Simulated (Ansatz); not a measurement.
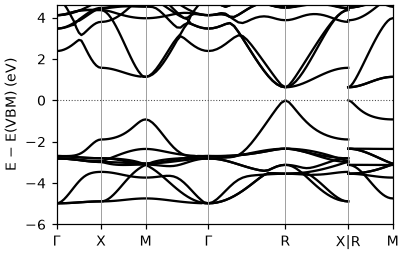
Figure: Band structure from DFT-PBE in the program Ansatz with PAW potentials

### Question
Read off the gap and where the band edges lie.

### Answer
About 0.6 eV (0.63 eV by a search for the band edges); maximum at R, minimum at R.

The material is CsSnBr3 (cubic perovskite, Pm-3m).

The cell was relaxed with PBE under the symmetry of its start. The volume moved by 18 % from the start of the relaxation. Scalar-relativistic: spin–orbit coupling is off unless named, which matters more the heavier the elements.

Potentials: the later of the program's two PAW sets.
